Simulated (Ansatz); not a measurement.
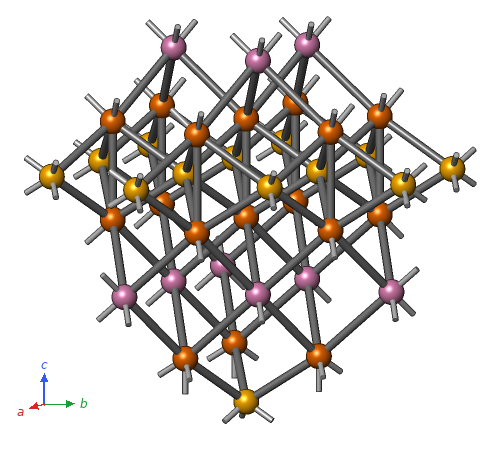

The picture shows a finite piece of the underlying net of a crystal structure, nodes on the atoms' positions. Nodes are coloured by topological kind. Edges to nodes outside the piece are drawn as stubs.

Classify the net: periodicity, connectivity, name.

A trinodal (6,6,7)-connected, three-periodic net.

Give point symbol and coordination sequence of each kind of node.

6-connected node: 3^3.4^6.5^6, sequence 6, 18, 38, 86, 126, 180; 6-connected node: 4^12.6^3, sequence 6, 24, 50, 84, 150, 194; 7-connected node: 3^3.4^12.5^3.6^3, sequence 7, 21, 49, 88, 133, 206.

Origin of the net. System Ti₂HgS (space group P6_3/mmc, No. 194); source of the atomic positions: the end point of a relaxation (final pressure about 14 GPa) with DFT, PAW plane waves, pbe (Ansatz); the starting structure was generated, so it need not be a known form of this composition. Bonds are taken as Hg–Ti below 3 Å, S–Ti below 2.7 Å and Ti–Ti below 2.9 Å. Simplification: prune 0- and 1-connected atoms, fold 2-connected ones into links. S is a 6-connected node; Hg is a 6-connected node; Ti is a 7-connected node, in the ratio 1:1:2.
